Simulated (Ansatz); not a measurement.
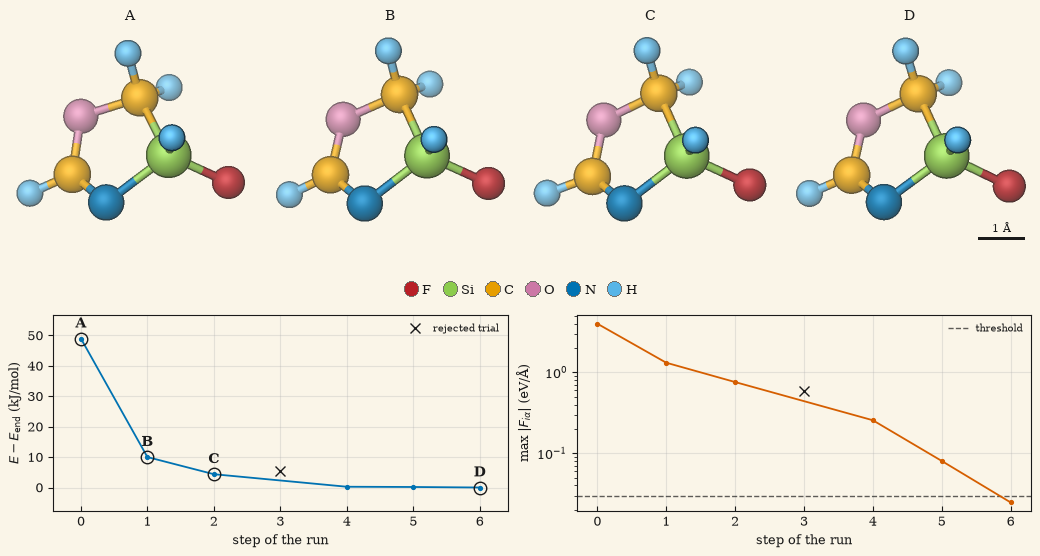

Frames of a relaxation of C$_{2}$H$_{4}$FNOSi (coarse preliminary run), marked on the history of the run. The picture is a ball-and-stick view, seen at a tilt.

The start comes from a force field.

Theory: RKS PBE-D4/def2-SVP (Ansatz 0.2.0). (force threshold 0.03 eV/Å; at most 200 steps)

Describe the path.

The energy falls by 49.0 kJ/mol in 5 accepted moves (6 points after the start). Largest force component: 4 eV/Å at the start, 0.025 eV/Å at the end. The line search rejected the trial step at point 3 of the run. The atom that moves furthest after the best rigid fit is an H atom (0.14 Å). Largest moves by element: H 0.14 Å, O 0.11 Å, F 0.10 Å, C 0.10 Å, N 0.07 Å, Si 0.05 Å. Among the contacts that change: C–Si 1.833 → 1.916 Å, C–H 1.036 → 1.110 Å, F–Si 1.567 → 1.638 Å, C–H 1.152 → 1.110 Å. Bond angles that change, for instance: F–Si–H 114.5° → 106.2°, Si–C–O 110.0° → 102.7°, C–O–C 104.7° → 111.6°. The run took 6.5 s on 4 threads of Intel Xeon 6975P-C (shared host). From step 0 to 1: O and H atoms move most (0.09 Å), energy −39.0 kJ/mol. From step 1 to 2: a C atom moves most (0.08 Å), energy −5.63 kJ/mol. From step 2 to 6: an H atom moves most (0.08 Å), energy −4.37 kJ/mol.

```csv
step,"E − E(0), kJ/mol","largest force component, eV/Å",note
0,0.00,3.9997,
1,-38.97,1.3173,
2,-44.60,0.7598,
3,-43.67,0.5910,rejected
4,-48.72,0.2561,
5,-48.80,0.0805,
6,-48.97,0.0247,
```
